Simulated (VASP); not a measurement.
Band structure of KZnF₃ (cubic perovskite). Calculation: PW91 GGA, VASP's PBE PAW potentials (set 64) (plane waves; VASP).

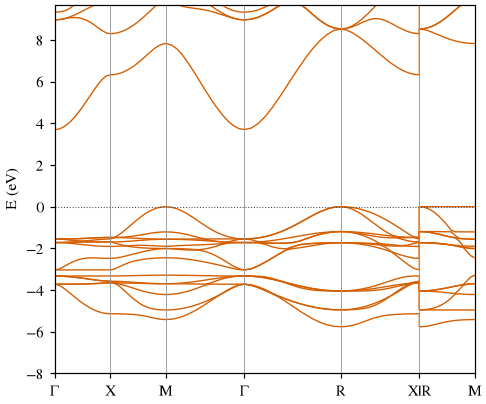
Fig. 1. Bands along high-symmetry lines, zero at the valence-band maximum or, without a gap, the Fermi level

Read the plot: is there a gap, and where are the band edges?

The gap is indirect, 3.69 eV, from the valence maximum at R to the conduction minimum at Γ. (Edges off the drawn lines would not show.)

The compound is KZnF3 in the cubic perovskite structure. It was relaxed first, which changed the volume by +5 %.
